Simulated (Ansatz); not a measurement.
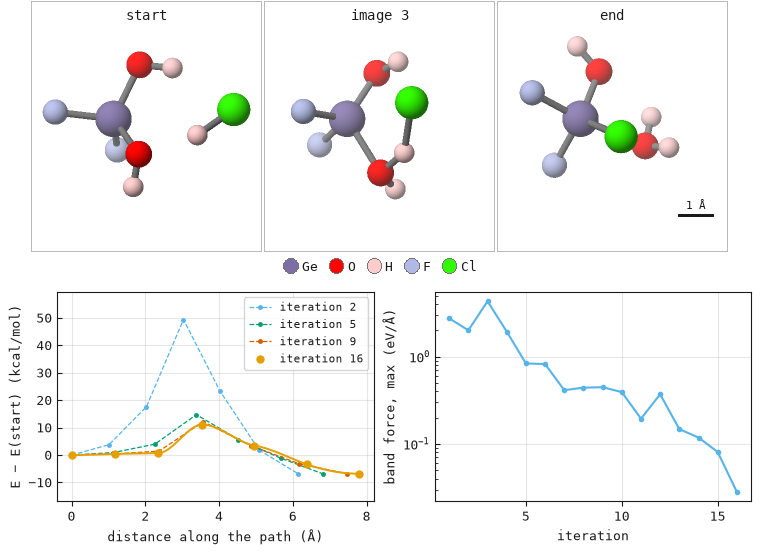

A search for the minimum-energy path of GeH3O2ClF2 by the nudged elastic band. Images are numbered from 0 (start) to 6 (end). The plot follows the band through its iterations. A ball-and-stick model, seen at a tilt.

Level of theory: Ansatz 0.2.0, RKS BLYP-D4/def2-SVP.

The input:
```yaml
crystal:
  periodic: [false, false, false]
  atoms:
    - { symbol: Ge, position_ang: [-0.118883, 0.138272, -0.049913] }
    - { symbol: O, position_ang: [0.58469, -0.012473, 1.604841] }
    - { symbol: H, position_ang: [0.250643, 0.686472, 2.204992] }
    - { symbol: F, position_ang: [0.718671, 1.362058, -0.951042] }
    - { symbol: F, position_ang: [-1.741303, 0.746088, 0.156244] }
    - { symbol: O, position_ang: [-0.003929, -1.386749, -0.907807] }
    - { symbol: H, position_ang: [-0.103716, -2.133555, -0.265566] }
    - { symbol: Cl, position_ang: [-0.117423, -2.984578, 1.915673] }
    - { symbol: H, position_ang: [0.301249, -1.730436, 2.073678] }
basis:
  gaussian: { orbitals: def2-SVP }
hamiltonian:
  xc: blyp
  dispersion: d4
neb:
  order_check: false
  images: 5
  f_tol: 0.05
  max_iterations: 60
  initial_path: linear
  final_atoms:
    - { symbol: Ge, position_ang: [0.36651426, -0.13967395, 0.14671604] }
    - { symbol: O, position_ang: [-0.64312585, -0.62672599, 2.22048902] }
    - { symbol: H, position_ang: [-1.25067151, -1.31602178, 1.87073652] }
    - { symbol: F, position_ang: [0.96565473, 0.11242937, -1.49369091] }
    - { symbol: F, position_ang: [-0.19253822, 1.46839336, 0.52005902] }
    - { symbol: O, position_ang: [-0.866077, -1.40077026, -0.20464991] }
    - { symbol: H, position_ang: [-0.85603192, -1.56228022, -1.17155886] }
    - { symbol: Cl, position_ang: [2.1956263, -0.72656511, 1.18866831] }
    - { symbol: H, position_ang: [0.05064819, -1.12368643, 2.70433076] }
```

Command:
```bash
ansatz run input.yaml --threads 4 --pin off --max-ram 5120MiB --backend cpu --events-out ev --progress --plain --runs-dir out
```

Q: Did the band converge, and can the barrier be trusted?

A: The run is converged, with reservations. The band converged in 16 iterations. The largest component of the band force went from 2.7 to 0.028 eV/Å. The climbing image converged on the top of the path. Its curvatures weren't checked. The straight starting path can push atoms close together and costs iterations. The first iteration put the highest image at 72.5 kcal/mol. The energy climbs by 11.1 kcal/mol to image 3 and then falls by 17.9 kcal/mol, so the end point sits at −6.8 kcal/mol.

Cost: 2.1 min on 4 threads of Arm Neoverse V1, on a shared host, peak memory 0.18 GiB.
